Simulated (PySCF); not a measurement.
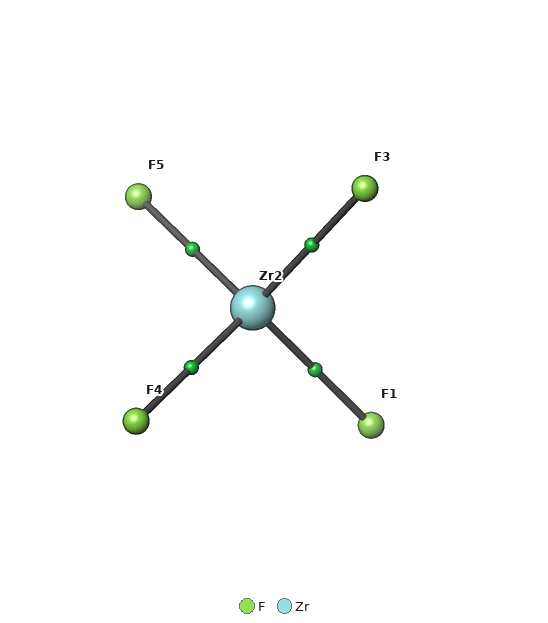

*F₄Zr, SMILES `F[Zr](F)(F)F`. Molecular graph of the electron density (QTAIM): bond paths, bond critical points (green), ring points (magenta, if any); weak paths are dashed.*

Level of theory: PBE0/def2-TZVP (PySCF), at a geometry from GFN2-xTB. Core potentials replace the inner electrons of Zr; spin–orbit coupling isn't included. This is a single-reference result, which may miss multireference character in this system. No frequency check shows the geometry to be a minimum. GFN2-xTB bond lengths at metals and heavier atoms can be off by up to 0.1 Å and shapes distorted, which carries into these values.

> How many critical points of each kind are there, and does the count close?

5 nuclei, 4 bond, 0 ring and 0 cage critical points: 5 − 4 + 0 − 0 = 1, as the Poincaré–Hopf relation requires.

> Tabulate density, Laplacian, ellipticity and energy density at the bond critical points (atomic units).

```json
{"bond": "Zr2–F3 (4 alike)", "length (Å)": "1.842", "ρ (a.u.)": "0.158", "∇²ρ (a.u.)": "+0.77", "ε": "0.00", "H (a.u.)": "−0.055"}
```

> What kind of interaction is Zr2–F3?

Polar or intermediate (positive Laplacian, negative energy density H): ρ = 0.158, ∇²ρ = +0.77, H = −0.055 a.u.
